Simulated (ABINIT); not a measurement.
# A GW chain in ABINIT: BiOBr (P4/nmm), part 2 of 2

Wanted: ground state, empty states, screening and self-energy for BiOBr (P4/nmm).

ABINIT 10.8.3; PBEsol and many-body steps on it, plane waves. Known limits of the many-body steps: not at the basis limit; screening head approximate; coarse k mesh.

So far. Step 2 (Ground state): The gap is indirect, with the least direct gap 0.002 eV higher. Step 3 (Empty states on the mesh, 4×4×2 mesh, 244 bands): On this mesh the gap is 1.900 eV.

The database entry behind the starting cell differs from later determinations by our own check (0.1 to 0.3 % short, probably kX units), so it need not match the best structure at ambient conditions.

**4. Screening, 4×4×2 mesh, 222 bands, screening to 95.2 eV**

The RPA dielectric matrix is built and inverted for each q.

This step: RPA screening on PBEsol with spin-orbit coupling, plane waves, norm-conserving pseudopotentials.

run.abi reads:

```
acell 3*1.0 Angstrom
rprim 
  3.916000000000 0.000000000000 0.000000000000
  0.000000000000 3.916000000000 0.000000000000
  0.000000000000 0.000000000000 8.077000000000
ntypat 3
znucl 83 35 8
natom 6
typat 1 1 2 2 3 3
xred 
  0.000000000000 0.500000000000 0.154000000000
  0.500000000000 0.000000000000 0.846000000000
  0.000000000000 0.500000000000 0.653000000000
  0.500000000000 0.000000000000 0.347000000000
  0.000000000000 0.000000000000 0.000000000000
  0.500000000000 0.500000000000 0.000000000000
pp_dirpath "pseudos"
pseudos "Bi.upf, Br.upf, O.upf"
ecut 42
nspinor 2
ngkpt 4 4 2
nshiftk 1
shiftk 0 0 0
kptopt 1
chksymbreak 0
istwfk *1
occopt 1
irdwfk 1
optdriver 3
nband 222
ecuteps 3.5
inclvkb 0
awtr 1
symchi 1
indata_prefix "in"
outdata_prefix "out"
tmpdata_prefix "tmp"
gwmem 10
```

Command:

```
$ OMP_NUM_THREADS=1 mpirun -n 4 abinit run.abi > log
```

Numbers of over 12 decimals in the logs are rounded to 6 here.

The log of the run:

```text
.Version 10.8.3 of ABINIT. v10.8.2 released Aug 2026.

 Symmetries : space group P4/n m m (#129); Bravais tP (primitive tetrag.)
[... echo of the input left out ...]
== DATASET  1 ==================================================================
-   mpi_nproc: 4, omp_nthreads: 1 (-1 if OMP is not activated)

--- !DatasetInfo
iteration_state: {dtset: 1, }
dimensions: {natom: 6, nkpt: 12, mband: 222, nsppol: 1, nspinor: 2, nspden: 1, mpw: 10904, }
cutoff_energies: {ecut:  42.0, pawecutdg:  -1.0, }
electrons: {nelect:   9.20000000E+01, charge:   0.00000000E+00, occopt:   1.00000000E+00, tsmear:   1.00000000E-02, }

 SCREENING: Calculation of the susceptibility and dielectric matrices

 Based on a program developped by R.W. Godby, V. Olevano, G. Onida, and L. Reining.
 Incorporated in ABINIT by V. Olevano, G.-M. Rignanese, and M. Torrent.
.Using double precision arithmetic ; gwpc =  8

[... cell and pseudopotentials left out ...]
--------------------------------------------------------------------------------

 ==== K-mesh for the wavefunctions ====
 Number of points in the irreducible wedge :    12
[... list of points left out ...]
 Together with 16 symmetry operations and time-reversal symmetry
 yields    32 points in the full Brillouin Zone.

 ==== Q-mesh for the screening function ====
 Number of points in the irreducible wedge :    12
[... list of points left out ...]
 Together with 16 symmetry operations and time-reversal symmetry
 yields    32 points in the full Brillouin Zone.

 setmesh: FFT mesh size selected  =    30x   30x   60
          total number of points  =        54000

 vcoul_init : cutoff-mode = AUXILIARY_FUNCTION
 q-points for optical limit:   1
     1)      0.000010    0.000020    0.000030

- screening: taking advantage of time-reversal symmetry
- Maximum band index for partially occupied states nbvw = 92
- Remaining bands to be divided among processors   nbcw = 130
- Number of bands treated by each node ~32

 Number of electrons calculated from density =   92.0000; Expected =   92.0000
 average of density, n =  0.110067
 r_s =    1.2944
 omega_plasma =   32.0025 [eV]

 calculating chi0 at frequencies [eV] :
  1    0.000000E+00    0.000000E+00
  2    0.000000E+00    3.200247E+01

--------------------------------------------------------------------------------
  q-point number  1        q = ( 0.000000, 0.000000, 0.000000) [r.l.u.]
--------------------------------------------------------------------------------
[... chi0 elements left out ...]
 For q-point:  0.000010 0.000020 0.000030
  dielectric constant =   8.0855
  dielectric constant without local fields =   9.1469

  Average fulfillment of the sum rule on Im[epsilon] for q-point    1 :     39.93  [%]
[... wings left out ...]
  q-point number  2        q = ( 0.250000, 0.000000, 0.000000) [r.l.u.]
--------------------------------------------------------------------------------
[... chi0 elements left out ...]
  Average fulfillment of the sum rule on Im[epsilon] for q-point    2 :     47.05  [%]

 [... 10 further q-points ...]
```

The job ended after 47 min (4 MPI ranks of Arm Neoverse V1, shared host; peak memory 2.4 GiB).

Numbers from this step:

| Quantity | Value |
| --- | --- |
| ε∞ with local fields, on this mesh, along the program's q direction | 8.085 |
| the same without local fields | 9.147 |
| plasma frequency | 32.00 eV |
| plane waves in the screening matrix | 249 |

Local fields lower ε∞ by 12 %. On a Γ-centred mesh this coarse the value itself is usually too large, while a short band sum pulls it down.

**5. Self-energy, 4×4×2 mesh, 222 bands, screening to 95.2 eV**

The self-energy is evaluated for the states that the input lists, and the levels follow from it, in one-shot runs by the linearised quasiparticle equation.

This step: G0W0 on PBEsol with spin-orbit coupling, plane waves, norm-conserving pseudopotentials.

Changes to run.abi since step 4:

```diff
@@ -28,8 +28,19 @@
 irdwfk 1
-optdriver 3
+optdriver 4
 nband 222
+gwcalctyp 0
+ecutsigx 42
+symsigma 0
+nkptgw 3
+kptgw 
+  0.5000000000 0.0000000000 0.5000000000
+  0.0000000000 0.0000000000 0.5000000000
+  0.0000000000 0.0000000000 0.0000000000
+bdgw 
+  89 96
+  89 96
+  89 96
 ecuteps 3.5
-inclvkb 0
-awtr 1
-symchi 1
+irdscr 1
+ppmodel 1
 indata_prefix "in"
```

The log of the run:

```text
.Version 10.8.3 of ABINIT. v10.8.2 released Aug 2026.

 Symmetries : space group P4/n m m (#129); Bravais tP (primitive tetrag.)
[... echo of the input left out ...]
== DATASET  1 ==================================================================
-   mpi_nproc: 4, omp_nthreads: 1 (-1 if OMP is not activated)

--- !DatasetInfo
iteration_state: {dtset: 1, }
dimensions: {natom: 6, nkpt: 12, mband: 222, nsppol: 1, nspinor: 2, nspden: 1, mpw: 10904, }
cutoff_energies: {ecut:  42.0, pawecutdg:  -1.0, }
electrons: {nelect:   9.20000000E+01, charge:   0.00000000E+00, occopt:   1.00000000E+00, tsmear:   1.00000000E-02, }

 SIGMA: Calculation of the GW corrections

 Based on a program developped by R.W. Godby, V. Olevano, G. Onida, and L. Reining.
 Incorporated in ABINIT by V. Olevano, G.-M. Rignanese, and M. Torrent.
.Using double precision arithmetic ; gwpc =  8

[... cell and pseudopotentials left out ...]
--------------------------------------------------------------------------------

 ==== K-mesh for the wavefunctions ====
 Number of points in the irreducible wedge :    12
[... list of points left out ...]
 Together with 16 symmetry operations and time-reversal symmetry
 yields    32 points in the full Brillouin Zone.

 ==== Q-mesh for screening function ====
 Number of points in the irreducible wedge :    12
[... list of points left out ...]
 Together with 16 symmetry operations and time-reversal symmetry
 yields    32 points in the full Brillouin Zone.

 vcoul_init : cutoff-mode = AUXILIARY_FUNCTION
 q-points for optical limit:   1
     1)      0.000010    0.000020    0.000030
 setmesh: FFT mesh size selected  =    48x   48x   96
          total number of points  =       221184

 Number of electrons calculated from density =   92.0000; Expected =   92.0000
 average of density, n =  0.110067
 r_s =    1.2944
 omega_plasma =   32.0025 [eV]

 === KS Band Gaps ===
  >>>> For spin  1
   Minimum direct gap =   1.9021 [eV], located at k-point      :   0.0000  0.0000  0.5000
   Fundamental gap    =   1.9003 [eV], Top of valence bands at :   0.5000  0.0000  0.5000
                                       Bottom of conduction at :   0.0000  0.0000  0.5000
 SIGMA fundamental parameters:
 PLASMON POLE MODEL  1
 number of plane-waves for SigmaX                10817
 number of plane-waves for SigmaC and W            249
 number of plane-waves for wavefunctions         10817
 number of bands                                   222
 number of independent spin polarizations            1
 number of spinorial components                      2
 number of k-points in IBZ                          12
 number of q-points in IBZ                          12
 number of symmetry operations                      16
 number of k-points in BZ                           32
 number of q-points in BZ                           32
 number of frequencies for dSigma/dE                 9
 frequency step for dSigma/dE [eV]                0.25
 number of omega for Sigma on real axis              0
 max omega for Sigma on real axis  [eV]           0.00
 zcut for avoiding poles [eV]                     0.10

 EPSILON^-1 parameters (SCR file):
 dimension of the eps^-1 matrix on file            249
 dimension of the eps^-1 matrix used               249
 number of plane-waves for wavefunctions         10817
 number of bands                                   222
 number of q-points in IBZ                          12
 number of frequencies                               2
 number of real frequencies                          1
 number of imag frequencies                          1

 matrix elements of self-energy operator (all in [eV])

 Perturbative Calculation

--- !SelfEnergy_ee
iteration_state: {dtset: 1, }
kpoint     : [   0.500,    0.000,    0.500, ]
spin       : 1
KS_gap     :    3.401
QP_gap     :    5.111
Delta_QP_KS:    1.710
data: !SigmaeeData |
     Band     E0 <VxcDFT>   SigX SigC(E0)      Z dSigC/dE  Sig(E)    E-E0       E
       89   5.260 -16.341 -20.279   3.245   0.798  -0.252 -16.895  -0.554   4.706
       90   5.260 -16.341 -20.279   3.245   0.798  -0.252 -16.895  -0.554   4.706
       91   5.260 -16.341 -20.279   3.245   0.798  -0.252 -16.895  -0.554   4.706
       92   5.260 -16.341 -20.279   3.244   0.798  -0.252 -16.895  -0.554   4.706
       93   8.661 -15.230 -11.417  -2.389   0.812  -0.232 -14.074   1.156   9.817
       94   8.661 -15.230 -11.417  -2.389   0.812  -0.232 -14.074   1.156   9.817
       95   8.661 -15.230 -11.417  -2.389   0.812  -0.232 -14.074   1.156   9.817
       96   8.661 -15.230 -11.417  -2.389   0.812  -0.232 -14.074   1.156   9.817

--- !SelfEnergy_ee
iteration_state: {dtset: 1, }
kpoint     : [   0.000,    0.000,    0.500, ]
spin       : 1
KS_gap     :    1.902
QP_gap     :    3.744
Delta_QP_KS:    1.842
data: !SigmaeeData |
     Band     E0 <VxcDFT>   SigX SigC(E0)      Z dSigC/dE  Sig(E)    E-E0       E
       89   5.017 -15.120 -19.701   3.310   0.803  -0.246 -16.141  -1.020   3.997
       90   5.017 -15.120 -19.701   3.310   0.803  -0.246 -16.141  -1.020   3.997
[...]
--- !SelfEnergy_ee
iteration_state: {dtset: 1, }
kpoint     : [   0.000,    0.000,    0.000, ]
spin       : 1
KS_gap     :    2.549
QP_gap     :    4.425
Delta_QP_KS:    1.875
data: !SigmaeeData |
     Band     E0 <VxcDFT>   SigX SigC(E0)      Z dSigC/dE  Sig(E)    E-E0       E
[...]
92   4.777 -14.341 -18.421   2.928   0.809  -0.236 -15.273  -0.932   3.845
       93   7.327 -13.598  -9.834  -2.624   0.827  -0.209 -12.655   0.943   8.270
       94   7.327 -13.598  -9.834  -2.624   0.827  -0.209 -12.655   0.943   8.270
       95   7.821 -14.602 -11.475  -2.108   0.820  -0.219 -13.766   0.836   8.657
       96   7.821 -14.602 -11.475  -2.108   0.820  -0.219 -13.766   0.836   8.657

== END DATASET(S) ==============================================================
================================================================================

 -outvars: echo values of variables after computation  --------
           etotal      0.0000000000E+00
            nband         222
             nkpt          12
          spgroup         129
 [... the other variables as echoed above ...]

 Calculation completed.
```

It took 8.5 min on 4 MPI ranks; peak memory 2 GiB; 34 min of CPU time.

Numbers from this step:

* G0W0 gap on the points computed: 3.298 eV
* starting gap on the mesh: 1.900 eV
* k of the valence top: 0.5, 0, 0.5
* k of the conduction bottom: 0, 0, 0.5
* Z at the valence top: 0.798
* Z at the conduction bottom: 0.828
* least direct G0W0 gap on the computed points: 3.744 eV

The gap on the mesh goes from 1.90 eV to 3.30 eV, a correction of +1.40 eV.

Limits: finite bands, cutoff and mesh; screening head approximate; coarse k mesh. v1 is the top filled band, c1 the lowest empty one. Levels before and after the correction, in eV, zero at the valence-band top of each column:

|  | conduction bottom | valence top |
| --- | --- | --- |
| Kohn-Sham | 1.90 | 0.00 |
| G0W0 | 3.30 | 0.00 |

|  | level | energy (eV) |
| --- | --- | --- |
| Kohn-Sham | (0.5 0 0.5) v3-v1 | 0.000 |
| Kohn-Sham | (0.5 0 0.5) c1-c3 | 3.401 |
| Kohn-Sham | (0 0 0.5) v3 | -0.243 |
| Kohn-Sham | (0 0 0.5) v2-v1 | -0.002 |
| Kohn-Sham | (0 0 0.5) c1-c2 | 1.900 |
| Kohn-Sham | (0 0 0.5) c3 | 1.977 |
| G0W0 | (0.5 0 0.5) v3-v1 | 0.000 |
| G0W0 | (0.5 0 0.5) c1-c3 | 5.111 |
| G0W0 | (0 0 0.5) v3 | -0.709 |
| G0W0 | (0 0 0.5) v2-v1 | -0.446 |
| G0W0 | (0 0 0.5) c1-c2 | 3.298 |
| G0W0 | (0 0 0.5) c3 | 3.500 |

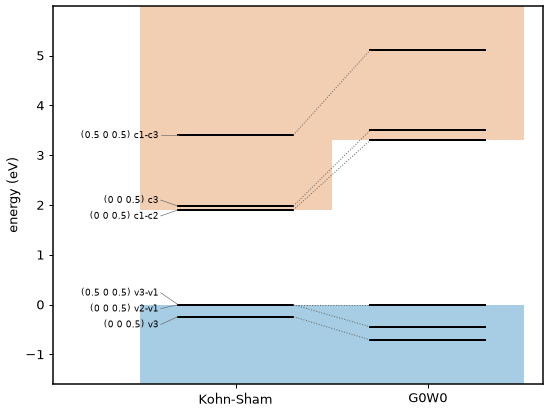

Levels before and after the correction. Shaded: valence and conduction bands.

**6. Where the time went**

Times are wall times on 4 MPI ranks of Arm Neoverse V1, shared host, good to a factor of about two.

| step | time | share | memory (GiB) |
| --- | --- | --- | --- |
| ground state | 12 min | 14 % | 0.88 |
| empty states on the mesh | 20 min | 23 % | 1.4 |
| screening | 47 min | 54 % | 2.4 |
| self-energy | 8.5 min | 10 % | 2.0 |

**7. Results**

| Property | Result |
| --- | --- |
| PBEsol gap | 1.90 eV, indirect (only 2 meV under the direct gap) |
| G0W0 gap on the mesh | 3.30 eV |
| GW settings | 4×4×2 mesh, 222 bands, screening to 95.2 eV, Godby-Needs plasmon pole |
| known limits | not at the basis limit; screening head approximate; coarse k mesh |

In words: G0W0 moves the gap on the mesh from 1.90 eV to 3.30 eV (+1.40 eV), with Z of 0.80 and 0.83 at the edges. Local fields lower the RPA ε∞ on this mesh from 9.15 to 8.09; a Γ-centred mesh this coarse tends to raise both, most where the direct gap is narrow, while a short band sum lowers them. Only 3 of the mesh's irreducible points were corrected, so a valley elsewhere could overtake. The dearest step here is «screening». Bands and cutoff are finite, so the gap is not at the basis limit. The miss can reach some tenths of an eV and take either sign; the mesh is an error of its own. In the G0W0 run levels were corrected at 3 k points alone, so a gap called «on the mesh» is the least over those, and an edge elsewhere would be missed. The 4×4×2 mesh is coarse for this cell, which bears on the long-range parts of exchange and screening. The long-wavelength limit of the screening leaves out the non-local commutator, which shifts ε∞.

[Paths, hosts, dates, memory and timing lines, banners, echoed tables and standing remarks are left out of the program output.]

[Logs are printed without paths, hosts, clocks, repeated set-up lines and the standing remarks that a program may print on its own settings, such as how far it seeks lower states.]

[Runs of the session that timed out or met a known fault of the program may be left out.]

[Hosts, paths, dates, database ids (printed as entryN), source tags and the programs' standing remarks are cut or masked in the printed files.]

[G0W0 gaps are taken among the corrected bands and points alone; a level outside them can change the order at an edge.]

[Where Ansatz stands beside ABINIT at settings called matched, ABINIT's density can come from a denser mesh and the files from another edition; pairs whose starting gaps differed by over 0.03 eV were left out, so agreement reads better than it is.]
